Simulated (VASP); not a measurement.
# Which face does Sr expose?

How do surface energy, work function and relaxation of Sr depend on the face?

Method: PBEsol; plane waves and PAW (Sr_sv), in VASP 6.6.1.

## 1. The structure

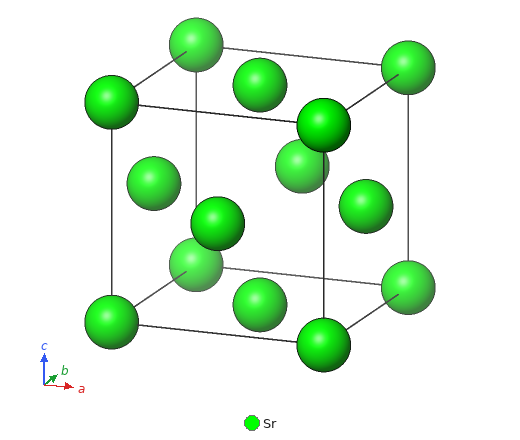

The starting structure, seen slightly off an axis (strontium green). This picture shows the conventional cell, with its axes. Some periodic images of atoms are drawn too.

Coordinates:

```xyz
1
Lattice="0.0000 3.0400 3.0400 3.0400 0.0000 3.0400 3.0400 3.0400 0.0000" Properties=species:S:1:pos:R:3 pbc="T T T"
Sr    0.0000    0.0000    0.0000
```

## 2. The bulk reference, job relaxation, k-mesh 11×11×11

The bulk crystal is relaxed first, so that the slabs are cut at this functional's lattice.

The input, INCAR:

```
SYSTEM = Sr
PREC = Accurate
ENCUT = 420
EDIFF = 1E-06
NELM = 120
ISMEAR = 1
SIGMA = 0.15
LREAL = .FALSE.
ALGO = Normal
GGA = PS
NBANDS = 11
LORBIT = 11
LWAVE = .FALSE.
LCHARG = .FALSE.
KPAR = 4
IBRION = 2
NSW = 30
ISIF = 3
EDIFFG = -0.01
POTIM = 0.4
```

The input, POSCAR:

```
Sr
1.0
    0.0000000000      3.0400000000      3.0400000000
    3.0400000000      0.0000000000      3.0400000000
    3.0400000000      3.0400000000      0.0000000000
Sr
1
Direct
    0.0000000000      0.0000000000      0.0000000000
```

The input, KPOINTS:

```
Automatic mesh
0
Gamma
11 11 11
0 0 0
```

PAW data sets: Sr_sv (PBE family, release 64).

Launch:

```
> mpirun -np 4 vasp_std
```

Output:

```text
[banner, memory and clock lines left out]
running    4 mpi-ranks, on    1 nodes
 distrk:  each k-point on    1 cores,    4 groups
 distr:  one band on    1 cores,    1 groups

 POSCAR found type information on POSCAR Sr
 POSCAR found :  1 types and       1 ions
|                                                                             |
|               ----> ADVICE to this user running VASP <----                  |
|                                                                             |
|     You enforced a specific xc type in the INCAR file but a different       |
|     [... a line on the potential file left out ...]
|     I HOPE YOU KNOW WHAT YOU ARE DOING!                                     |
|                                                                             |

 LDA part: xc-table for (Slater+PW92), standard interpolation
 POSCAR, INCAR and KPOINTS ok, starting setup
 FFT: planning ... GRIDC
 FFT: planning ... GRID_SOFT
 FFT: planning ... GRID
 WAVECAR not read
 entering main loop
       N       E                     dE             d eps       ncg     rms          rms(c)
DAV:   1     0.311999152836E+02    0.31200E+02   -0.42421E+03  1240   0.661E+02
DAV:   2    -0.451880101628E+00   -0.31652E+02   -0.31079E+02  1434   0.139E+02
DAV:   3    -0.177966735211E+01   -0.13278E+01   -0.13168E+01  1886   0.209E+01
DAV:   4    -0.183068982143E+01   -0.51022E-01   -0.50879E-01  1510   0.375E+00
DAV:   5    -0.183200289780E+01   -0.13131E-02   -0.13129E-02  1822   0.439E-01    0.115E+01
DAV:   6    -0.183001764675E+01    0.19853E-02   -0.60158E-03  1440   0.864E-01    0.649E+00
DAV:   7    -0.182873544512E+01    0.12822E-02   -0.11427E-02  1714   0.112E+00    0.253E-01
DAV:   8    -0.182868647454E+01    0.48971E-04   -0.60329E-04  1707   0.157E-01    0.539E-02
DAV:   9    -0.182870862617E+01   -0.22152E-04   -0.71000E-05  1821   0.409E-02    0.210E-02
DAV:  10    -0.182871296939E+01   -0.43432E-05   -0.50332E-06  1496   0.186E-02    0.133E-02
DAV:  11    -0.182871251244E+01    0.45695E-06   -0.43169E-07   835   0.553E-03
   1 F= -.18287125E+01 E0= -.18284494E+01  d E =-.182871E+01
 curvature:   0.00 expect dE= 0.000E+00 dE for cont linesearch  0.000E+00
 trial: gam= 0.00000 g(F)=  0.704E-63 g(S)=  0.110E-01 ort = 0.000E+00 (trialstep = 0.100E+01)
 search vector abs. value=  0.110E-01
 bond charge predicted
       N       E                     dE             d eps       ncg     rms          rms(c)
DAV:   1    -0.191605809368E+01   -0.87345E-01   -0.20016E+00  1493   0.101E+01    0.200E+00
DAV:   2    -0.185871380051E+01    0.57344E-01   -0.20967E-01  1421   0.347E+00    0.906E-01
DAV:   3    -0.183349750708E+01    0.25216E-01   -0.11228E-01  1898   0.186E+00    0.751E-01
DAV:   4    -0.183592004571E+01   -0.24225E-02   -0.21962E-03  1442   0.371E-01    0.298E-01
DAV:   5    -0.183733963478E+01   -0.14196E-02   -0.44948E-03  1828   0.358E-01    0.121E-01
DAV:   6    -0.183750538276E+01   -0.16575E-03   -0.34211E-04  2233   0.117E-01    0.260E-02
DAV:   7    -0.183750188522E+01    0.34975E-05   -0.39439E-05  2284   0.374E-02    0.171E-02
DAV:   8    -0.183749955302E+01    0.23322E-05   -0.12244E-06  1018   0.108E-02    0.735E-03
DAV:   9    -0.183749871396E+01    0.83906E-06   -0.18394E-06  1248   0.826E-03
   2 F= -.18374987E+01 E0= -.18374865E+01  d E =-.878620E-02
[...]
3 F= -.18416383E+01 E0= -.18420230E+01  d E =-.129258E-01
 curvature:  -1.13 expect dE=-0.111E-03 dE for cont linesearch -0.111E-03
 ZBRENT: extrapolating
 opt :   2.3011  next Energy=    -1.841748 (dE=-0.130E-01)
 bond charge predicted
       N       E                     dE             d eps       ncg     rms          rms(c)
DAV:   1    -0.184541338359E+01   -0.37744E-02   -0.92934E-02  1497   0.218E+00    0.476E-01
DAV:   2    -0.184271742919E+01    0.26960E-02   -0.98089E-03  1408   0.757E-01    0.199E-01
DAV:   3    -0.184152185781E+01    0.11956E-02   -0.45710E-03  1880   0.375E-01    0.169E-01
DAV:   4    -0.184165778044E+01   -0.13592E-03   -0.76124E-05  1487   0.645E-02    0.751E-02
DAV:   5    -0.184173220611E+01   -0.74426E-04   -0.36178E-04  1621   0.945E-02    0.173E-02
DAV:   6    -0.184173681253E+01   -0.46064E-05   -0.10981E-05  1447   0.242E-02    0.525E-03
DAV:   7    -0.184173675618E+01    0.56353E-07   -0.40898E-07   899   0.522E-03
   4 F= -.18417368E+01 E0= -.18422087E+01  d E =-.130242E-01
 curvature:  -1.13 expect dE=-0.170E-05 dE for cont linesearch -0.170E-05
 trial: gam= 0.00000 g(F)=  0.114E-60 g(S)=  0.151E-05 ort =-0.129E-03 (trialstep = 0.126E+01)
 search vector abs. value=  0.151E-05
 reached required accuracy - stopping structural energy minimisation
```

Elapsed: 13 s, on 4 MPI ranks of AMD EPYC 9R45, shared host; peak memory 0.64 GiB.

The logs omit lines about the potential files and the build; timing stands in the text.

From OUTCAR (step 2):

```text
ion  position               nearest neighbor table
   1  0.000  0.000  0.000-

  LATTYP: Found a face centered cubic cell.
 ALAT       =     6.0800000000

 Subroutine GETGRP returns: Found 48 space group operations
 (whereof 48 operations were pure point group operations)

The static configuration has the point symmetry O_h .

 Found     56 irreducible k-points:

   k-points           NKPTS =     56   k-points in BZ     NKDIM =     56   number of bands    NBANDS=     11

   dimension x,y,z NGX =    30 NGY =   30 NGZ =   30
   dimension x,y,z NGXF=    60 NGYF=   60 NGZF=   60

   ENCUT  =  420.0 eV  30.87 Ry    5.56 a.u.   7.18  7.18  7.18*2*pi/ulx,y,z

   NELECT =      10.0000    total number of electrons

 k-points in reciprocal lattice and weights: Automatic mesh
   0.00000000  0.00000000  0.00000000       0.001
   0.09090909  0.00000000  0.00000000       0.006
   0.18181818  0.00000000  0.00000000       0.006
   0.27272727  0.00000000  0.00000000       0.006
   0.36363636  0.00000000  0.00000000       0.006
   0.45454545  0.00000000  0.00000000       0.006
   0.09090909  0.09090909  0.00000000       0.005
   0.18181818  0.09090909  0.00000000       0.018
   0.27272727  0.09090909  0.00000000       0.018
[...]
-0.36363636  0.45454545  0.18181818       0.018
  -0.27272727  0.45454545  0.18181818       0.018

 average (electrostatic) potential at core
       1 -40.4643

 E-fermi :   1.7396

 k-point     1 :       0.0000    0.0000    0.0000
  band No.  band energies     occupation
      1     -34.7127      2.00000
      2     -16.6008      2.00000
      3     -16.6008      2.00000
      4     -16.6008      2.00000
      5      -2.0456      2.00000
      6       4.1043     -0.00000
      7       4.1043     -0.00000
      8       4.1043     -0.00000
      9       5.6808      0.00000
     10       5.6808      0.00000
    ...

 k-point     2 :       0.0909    0.0000    0.0000
  band No.  band energies     occupation
      1     -34.7112      2.00000
      2     -16.6211      2.00000
      3     -16.6035      2.00000
      4     -16.6035      2.00000
      5      -1.9040      2.00000
      6       3.8876     -0.00000
      7       4.1710     -0.00000
      8       4.1710     -0.00000
      9       5.5909      0.00000
     10       5.5909      0.00000
    ...

 k-point     3 :       0.1818    0.0000    0.0000
  band No.  band energies     occupation
      1     -34.7072      2.00000
      2     -16.6750      2.00000
      3     -16.6106      2.00000
      4     -16.6106      2.00000
      5      -1.4972      2.00000
      6       3.3972     -0.00000
      7       4.2848     -0.00000
      8       4.2848     -0.00000
      9       5.4909      0.00000
     10       5.4909      0.00000
    ...

  Total        0.0036122      0.0036122      0.0036122     -0.0000000      0.0000000      0.0000000
  in kB        0.1119502      0.1119502      0.1119502     -0.0000000      0.0000000      0.0000000
  external PRESSURE =       0.1119502 kB  Pullay stress =       0.0000000 kB

  energy-cutoff  :      420.00
  volume of cell :       51.70
      direct lattice vectors                 reciprocal lattice vectors
    -0.000000000  2.956711436  2.956711436    -0.169106797  0.169106797  0.169106797
     2.956711436 -0.000000000  2.956711436     0.169106797 -0.169106797  0.169106797
     2.956711436  2.956711436  0.000000000     0.169106797  0.169106797 -0.169106797

 POSITION                                       TOTAL-FORCE (eV/Angst)
 -----------------------------------------------------------------------------------
      5.91342      2.95671      2.95671         0.000000      0.000000      0.000000
 -----------------------------------------------------------------------------------
    total drift:                                0.000000      0.000000      0.000000

  FREE ENERGIE OF THE ION-ELECTRON SYSTEM (eV)
  ---------------------------------------------------
  free  energy   TOTEN  =        -1.8417367562 eV

  energy  without entropy=       -1.8431525169  energy(sigma->0) =       -1.84220868

 reached required accuracy - stopping structural energy minimisation

 total charge
# of ion       s       p       d       tot
------------------------------------------
    1        2.067   5.681   0.145   7.894

[... 3 further parts left out ...]
```

CONTCAR:

```
Sr
   1.00000000000000
    -0.0000000000000000    2.9567114361183360    2.9567114361183360
     2.9567114361183360   -0.0000000000000000    2.9567114361183360
     2.9567114361183360    2.9567114361183360    0.0000000000000000
  Sr
     1
Direct
     0.0000000000000000    1.0000000000000000    1.0000000000000000
```

The PAW data sets were made with PBE, which is usual practice but a small mismatch for other functionals. The run keeps the 48 symmetry operations of its start, so it cannot find a distortion of lower symmetry.

Relaxation path:

```
step  energy less that of the first step (eV)  largest force (eV/Å)  pressure (GPa)  volume (Å³)
   1                                   0.0000                0.0000           -0.88        56.19
   2                                  -0.0088                0.0000           -0.53        54.21
   3                                  -0.0129                0.0000           -0.09        52.10
   4                                  -0.0130                0.0000            0.01        51.70
```

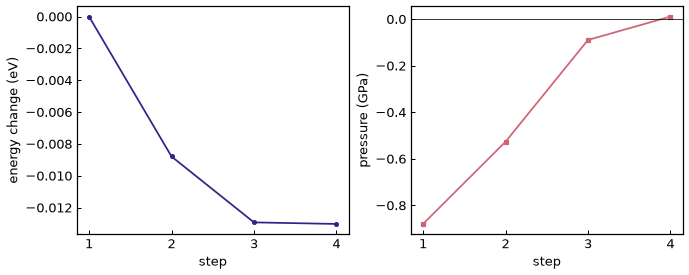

Energy and pressure along the relaxation.

```
conventional cell, symmetrised  before  after  change
                         a (Å)   6.080  5.913  -2.7 %
                         b (Å)   6.080  5.913  -2.7 %
                         c (Å)   6.080  5.913  -2.7 %
              volume (Å³/atom)   56.19  51.70  -8.0 %
```

Final coordinates:

```cif
data_structure
_symmetry_space_group_name_H-M 'P 1'
_symmetry_Int_Tables_number 1
_cell_length_a 4.1814
_cell_length_b 4.1814
_cell_length_c 4.1814
_cell_angle_alpha 60.000
_cell_angle_beta 60.000
_cell_angle_gamma 60.000
_cell_volume 51.70
loop_
_atom_site_label
_atom_site_type_symbol
_atom_site_fract_x
_atom_site_fract_y
_atom_site_fract_z
_atom_site_occupancy
Sr1 Sr 0.00000 0.00000 0.00000 1
```

Numbers from this step:

```
electronic cycles       : 36
electrons               : 10
free energy (TOTEN)     : -1.842 eV
energy at zero smearing : -1.842 eV
Fermi energy            : 1.740 eV
```

The run ended after 4 ionic steps, 0.013 eV below its first step, once forces and stress met EDIFFG = -0.01.

A spacing of under 0.3 eV between levels on this mesh is not given as a gap, since the run was smeared as a metal.

Energy at zero smearing: -1.84221 eV.

## 3. The bulk reference, job self-consistent run, k-mesh 14×14×14

The input, INCAR:

```
SYSTEM = Sr
PREC = Normal
ENCUT = 320
EDIFF = 1E-06
NELM = 120
ISMEAR = 1
SIGMA = 0.15
LREAL = .FALSE.
ALGO = Fast
GGA = PS
NBANDS = 11
LORBIT = 11
LWAVE = .FALSE.
LCHARG = .FALSE.
KPAR = 4
```

The input, POSCAR:

```
Sr
1.0
    0.0000000000      2.9567114361      2.9567114361
    2.9567114361      0.0000000000      2.9567114361
    2.9567114361      2.9567114361      0.0000000000
Sr
1
Direct
    0.0000000000      0.0000000000      0.0000000000
```

The input, KPOINTS:

```
Automatic mesh
0
Gamma
14 14 14
0 0 0
```

Launch:

```
> mpirun -np 4 vasp_std
```

Output:

```text
[banner, memory and clock lines left out]
running    4 mpi-ranks, on    1 nodes
 distrk:  each k-point on    1 cores,    4 groups
 distr:  one band on    1 cores,    1 groups

 POSCAR found type information on POSCAR Sr
 POSCAR found :  1 types and       1 ions
 [... a notice as in an earlier step ...]

 LDA part: xc-table for (Slater+PW92), standard interpolation
 POSCAR, INCAR and KPOINTS ok, starting setup
 FFT: planning ... GRIDC
 FFT: planning ... GRID_SOFT
 FFT: planning ... GRID
 WAVECAR not read
 entering main loop
       N       E                     dE             d eps       ncg     rms          rms(c)
DAV:   1     0.235772694969E+02    0.23577E+02   -0.38174E+03  2323   0.544E+02
DAV:   2    -0.837675311677E+00   -0.24415E+02   -0.24030E+02  2726   0.121E+02
DAV:   3    -0.181180952822E+01   -0.97413E+00   -0.96391E+00  3298   0.178E+01
DAV:   4    -0.184657572106E+01   -0.34766E-01   -0.34709E-01  2908   0.328E+00
DAV:   5    -0.184766483994E+01   -0.10891E-02   -0.10891E-02  3275   0.415E-01    0.122E+01
RMM:   6    -0.184383434643E+01    0.38305E-02   -0.49281E-03  2483   0.783E-01    0.693E+00
RMM:   7    -0.184109948477E+01    0.27349E-02   -0.10313E-02  2748   0.113E+00    0.231E-01
RMM:   8    -0.184132270419E+01   -0.22322E-03   -0.38723E-03  3143   0.314E-01    0.785E-02
RMM:   9    -0.184141475284E+01   -0.92049E-04   -0.66787E-04  3637   0.970E-02    0.840E-02
RMM:  10    -0.184143054286E+01   -0.15790E-04   -0.12341E-04  3629   0.454E-02    0.683E-02
RMM:  11    -0.184147506346E+01   -0.44521E-04   -0.10654E-04  2845   0.927E-02    0.748E-02
RMM:  12    -0.184144674524E+01    0.28318E-04   -0.24310E-05  2955   0.377E-02    0.347E-02
RMM:  13    -0.184144383254E+01    0.29127E-05   -0.69435E-06  3094   0.182E-02    0.207E-02
WARNING in EDDRMM: call to ZHEGV failed, returncode =   6  3      5
RMM:  14    -0.184144268577E+01    0.11468E-05   -0.27802E-06  2512   0.106E-02    0.608E-03
RMM:  15    -0.184144167326E+01    0.10125E-05   -0.20088E-06  2307   0.818E-03    0.186E-03
RMM:  16    -0.184144172800E+01   -0.54741E-07   -0.29642E-07  1566   0.397E-03
   1 F= -.18414417E+01 E0= -.18416619E+01  d E =0.660408E-03
```

Wall time 3.4 s (4 MPI ranks); peak memory 0.45 GiB.

Parts of OUTCAR (step 3):

```text
  LATTYP: Found a face centered cubic cell.
 ALAT       =     5.9134228722

The static configuration has the point symmetry O_h .

 Found    104 irreducible k-points:

   k-points           NKPTS =    104   k-points in BZ     NKDIM =    104   number of bands    NBANDS=     11

   dimension x,y,z NGX =    18 NGY =   18 NGZ =   18
   dimension x,y,z NGXF=    36 NGYF=   36 NGZF=   36

   ENCUT  =  320.0 eV  23.52 Ry    4.85 a.u.   6.10  6.10  6.10*2*pi/ulx,y,z

   NELECT =      10.0000    total number of electrons

 E-fermi :   1.7431

 k-point     1 :       0.0000    0.0000    0.0000
  band No.  band energies     occupation
      1     -34.7120      2.00000
      2     -16.5997      2.00000
      3     -16.5997      2.00000
      4     -16.5997      2.00000
      5      -2.0453      2.00000
      6       4.1056     -0.00000
      7       4.1056     -0.00000
      8       4.1056     -0.00000
      9       5.6824      0.00000
     10       5.6824      0.00000
    ...

 k-point     2 :       0.0714    0.0000    0.0000
  band No.  band energies     occupation
      1     -34.7111      2.00000
      2     -16.6124      2.00000
      3     -16.6013      2.00000
      4     -16.6013      2.00000
      5      -1.9576      2.00000
      6       3.9673     -0.00000
      7       4.1482     -0.00000
      8       4.1482     -0.00000
      9       5.6232      0.00000
     10       5.6232      0.00000
    ...

  Total        0.0022481      0.0022481      0.0022481      0.0000000     -0.0000000     -0.0000000
  in kB        0.0696731      0.0696731      0.0696731      0.0000000     -0.0000000     -0.0000000
  external PRESSURE =       0.0696731 kB  Pullay stress =       0.0000000 kB

  energy-cutoff  :      320.00
  volume of cell :       51.70
      direct lattice vectors                 reciprocal lattice vectors
     0.000000000  2.956711436  2.956711436    -0.169106797  0.169106797  0.169106797
     2.956711436  0.000000000  2.956711436     0.169106797 -0.169106797  0.169106797
     2.956711436  2.956711436  0.000000000     0.169106797  0.169106797 -0.169106797

 POSITION                                       TOTAL-FORCE (eV/Angst)
 -----------------------------------------------------------------------------------
      0.00000      0.00000      0.00000         0.000000      0.000000     -0.000000
 -----------------------------------------------------------------------------------
    total drift:                                0.000000     -0.000000      0.000000

  FREE ENERGIE OF THE ION-ELECTRON SYSTEM (eV)
  ---------------------------------------------------
  free  energy   TOTEN  =        -1.8414417280 eV

  energy  without entropy=       -1.8421021363  energy(sigma->0) =       -1.84166186

 total charge
# of ion       s       p       d       tot
------------------------------------------
    1        2.067   5.677   0.146   7.890

[... 2 parts as in an earlier step ...]

[... 6 further parts left out ...]
```

This step gave:

- electronic cycles: 16
- free energy (TOTEN): -1.841 eV
- Fermi energy: 1.743 eV
- metallic: yes

Energy at zero smearing: -1.84166 eV.

The run ends at a pressure of 0.01 GPa.

(Continued in part 2 of 6.)

[Lines on the potential files, build, host, timing and source positions are cut from VASP's logs without a mark.]

[Logs are printed without paths, hosts, clocks, repeated set-up lines and the standing remarks that a program may print on its own settings, such as how far it seeks lower states.]

[Hosts, paths, dates, database ids (printed as entryN), source tags and the programs' standing remarks are cut or masked in the printed files.]

[Runs that stopped without an error message from VASP are left out.]
